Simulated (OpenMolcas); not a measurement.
# PNH4 (SMILES N=[PH3]): methods side by side

PNH4: 6 atoms, total charge 0, spin state singlet. SMILES: `N=[PH3]`. The shape is that of a GFN2-xTB optimisation.

```xyz
6

N     0.6145   -0.7126    0.8681
P    -0.1568    0.2251   -0.0815
H     1.0353   -1.5193    0.4338
H    -1.2997   -0.1796   -0.7813
H     0.4653    0.9308   -1.1183
H    -0.6585    1.2556    0.6793
```

Each level gives the energy change with the P2–H5 bond stretched from 1.400 to 2.800 Å (eV). The values are calculated.

| level | kind | program | value (eV) | less FCI/STO-3G | CPU time (all runs) |
| --- | --- | --- | --- | --- | --- |
| SVWN5/STO-3G (restricted) | LDA | OpenMolcas | 3.65 | +1.58 | 10 s |
| r2SCAN/STO-3G (restricted) | meta-GGA | OpenMolcas | 3.74 | +1.67 | 14 s |
| M06-2X/STO-3G (restricted) | hybrid meta-GGA | OpenMolcas | 4.74 | +2.67 | 12 s |
| PBE0/STO-3G (restricted) | global hybrid | OpenMolcas | 4.20 | +2.13 | 10 s |
| MP2/STO-3G (restricted) | perturbation theory | OpenMolcas | 3.23 | +1.16 | 3.3 s |
| CASPT2(2,2)/STO-3G | multireference | OpenMolcas | 2.12 | +0.05 | 3.1 s |
| CISD/STO-3G (restricted) | coupled cluster or CI | OpenMolcas | 3.08 | +1.01 | 3.5 s |
| FCI/STO-3G | exact in the basis | OpenMolcas | 2.07 | 0.00 | 1.7 min |

FCI/STO-3G is exact within its basis and frozen core, so for wave-function methods in that basis the difference is their error; functionals converge differently with the basis, so for them it is only a difference. The first shape isn't each level's own minimum. The values span 2.07 to 4.74 eV. All rows use very small basis sets, so even the best lies far from the true value. Times are those of the runs behind each value, whatever else they computed, on shared processors of several kinds: orders of magnitude only.

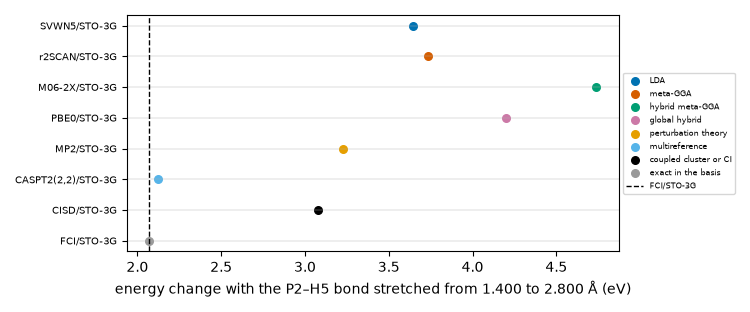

The values of the table, level by level.
